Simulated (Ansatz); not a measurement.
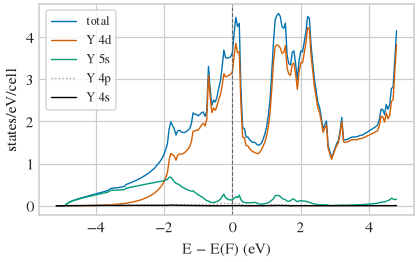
Fig. 1. Total and projected density of states of Y (hcp (Mg type), P6_3/mmc), r²SCAN+D4 in the plane-wave PAW code Ansatz

### Question
Which orbitals carry the states next to the Fermi level?

### Answer
Within 0.5 eV of the Fermi level: Y 4d 87 %, outside the projected shells 6 %. Projections are on Löwdin-orthogonalised atomic valence shells; empty p or d shells of many metals are not among them.

The cell was relaxed with r²SCAN+D4 under the symmetry of its start. No spin polarisation was allowed. The pairwise dispersion correction was not fitted to metals. Scalar-relativistic: spin–orbit coupling is off unless named, which matters more the heavier the elements.

Potentials: the earlier of the program's two PAW sets.
